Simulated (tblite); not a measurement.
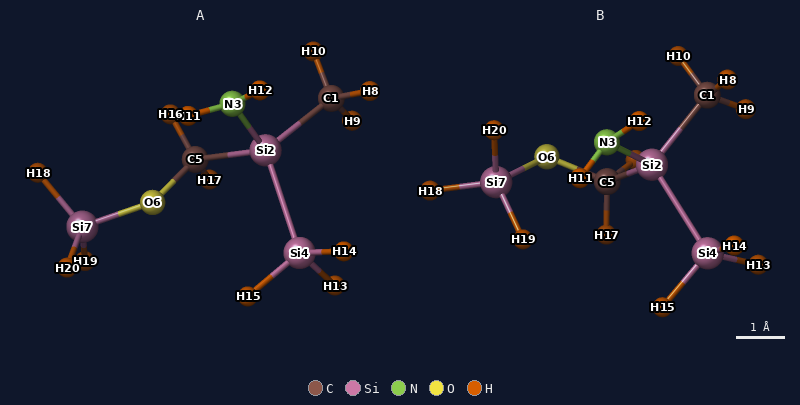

Two geometries of C2H13NOSi3, drawn at one scale. One is the start of a relaxation, the other its converged end. Style: ball-and-stick. Shown at a tilt.

All numbers below come from tblite, GFN2-xTB geometry optimisation, gas phase. 

### Which one is relaxed?

Structure A is the relaxed one. The energy falls by 106.4 kJ/mol in 297 geometry steps. H20 moves most after the best rigid fit: 2.94 Å. By element the largest moves are H 2.94 Å, O 1.60 Å, Si 1.06 Å, N 0.96 Å, C 0.74 Å. Some distances before and after: Si2–Si7 3.295 → 4.264 Å, Si2–C5 1.823 → 1.915 Å, O6–Si7 1.704 → 1.616 Å, Si2–Si4 2.247 → 2.326 Å. Among the angles between lasting bonds that change: C5–O6–Si7 113.3° → 129.4°, N3–Si2–C5 116.8° → 102.2°, Si2–C5–O6 117.8° → 104.7°. Groups turn about C5–O6 by about 130°, Si2–C5 by about 85°, O6–Si7 by about 80°. The run took 3 s on 1 thread of Arm Neoverse V1, with other jobs on the host.
